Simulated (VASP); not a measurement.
Band structure of NiO (rock salt, AFM-II order). These are PBEsol GGA, VASP's PBE PAW potentials (set 64) (plane waves; VASP) values and carry that method's errors.

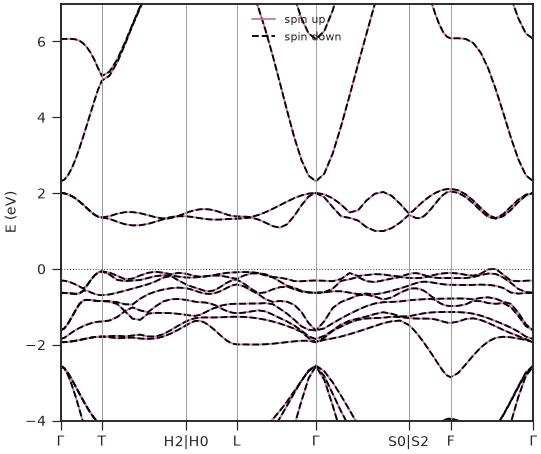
*Bands along high-symmetry lines, zero at the valence-band maximum or, without a gap, the Fermi level*

Read the plot: is there a gap, and where are the band edges?

The gap is indirect, 1.00 eV, from the valence maximum at F-Γ at 0.55 to the conduction minimum at Γ-S0 at 0.73. (Edges off the drawn lines would not show.)

The compound is NiO in the rock salt, AFM-II order structure. It was relaxed first.
